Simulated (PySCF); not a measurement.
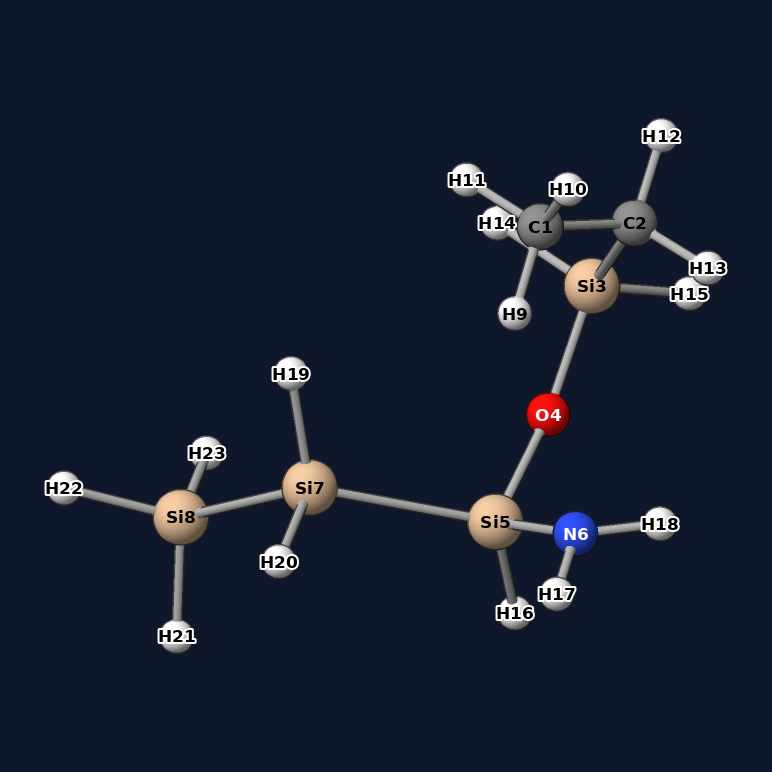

The questions are on Mulliken charges. The geometry was computed by an optimisation with GFN2-xTB. No frequency run is at hand to confirm it as a minimum. Level of theory: PBE0/pcSseg-1, gas phase (PySCF 2.14.0).

List the Mulliken charges.

```tsv
atom	value (e)
C1	−0.31
C2	−0.59
Si3	0.88
O4	−0.74
Si5	0.89
N6	−0.65
Si7	−0.13
Si8	0.22
H9	0.14
H10	0.12
H11	0.12
H12	0.14
H13	0.14
H14	−0.13
H15	−0.13
H16	−0.11
H17	0.19
H18	0.19
H19	−0.02
H20	−0.03
H21	−0.06
H22	−0.05
H23	−0.06
```

Mulliken values depend strongly on the basis set and can even reverse the polarity of a bond. The geometry is semi-empirical. Around Si such bond lengths and angles can be off by a tenth of an ångström or more and by several degrees, and values that hang on the shape move with them.
